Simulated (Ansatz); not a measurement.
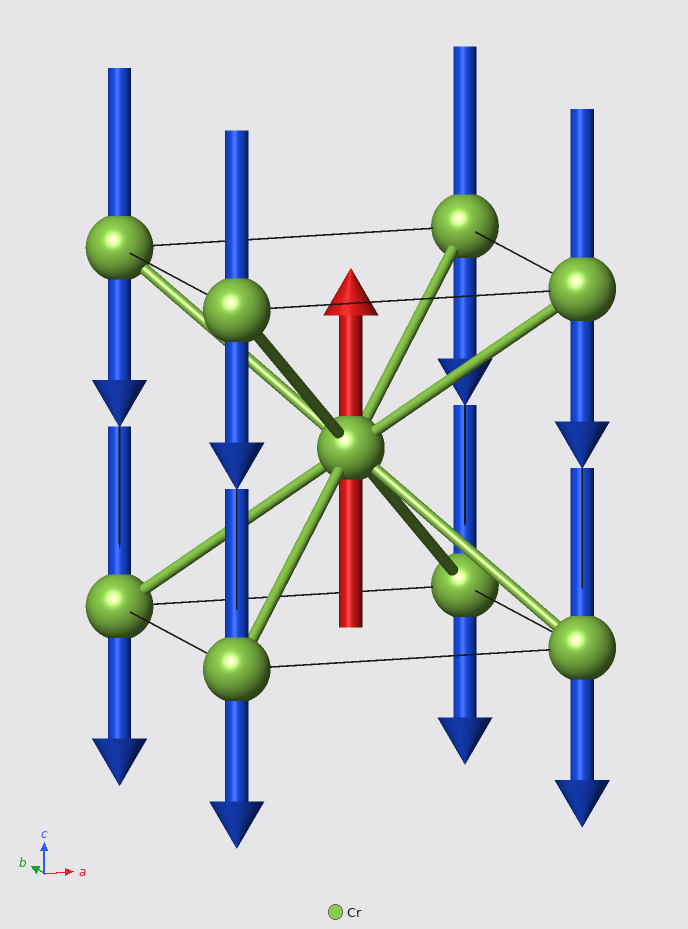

Crystal structure, ball-and-stick style, seen slightly off an axis. The lines enclose the simulation cell; boundary atoms appear with their images. Arrows are the site magnetic moments above 0.25 μB; longer means larger, and red and blue are up and down (without spin-orbit coupling the axis itself is arbitrary).

This is the state reached for Cr. All computed values are from Ansatz 0.2.0, DFT PBEsol, scalar-relativistic, plane waves, PAW. Settings: plane-wave cutoff 420 eV, k-points on a 16×16×16 grid, Gaussian smearing of 0.15 eV, collinear spins.

### Read the magnetic state from the picture.

Antiferromagnetic (within this cell). Site moments: 1 Cr +1.6 μB and 1 Cr −1.6 μB. The net spin moment of the whole cell is 0.0 μB.

Origin of the cell: a structure listed in the Materials Project. Earlier steps of the study may have refined or changed the cell and positions. An electronic-structure calculation with Ansatz was run on it.

At this level of theory the cell isn't at rest (stretched, at -22 GPa), so its distances can differ from those at equilibrium, the more so the softer the solid, and its magnetic state may change on relaxation.
